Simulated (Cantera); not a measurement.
Charge: 1 mol SiCl4, 2.9 mol NH3, 3.1 mol H2, at 0.398 Torr.

Method: chemical equilibrium by Gibbs-energy minimisation in Cantera with the NASA 1993 tables (ideal gas, pure condensed phases). Candidate condensed phases: NH4Cl, Si, Si3N4; 28 gas species. The tables' values for SiCl, SiCl3, SiN are old estimates; treat these amounts as uncertain. Gases not in the tables: Si2H6 and higher silanes. The numbers say what is thermodynamically allowed, not how fast it happens.

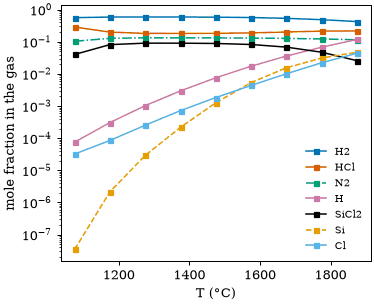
Figure: Equilibrium gas composition (values under 1e-9 drawn at 1e-9)

Question: Read off the mole fractions at 1875 °C.

Answer: H2 about 0.43, HCl about 0.22, H about 0.12, N2 about 0.12, Si about 0.048, Cl about 0.044, SiCl2 about 0.026.
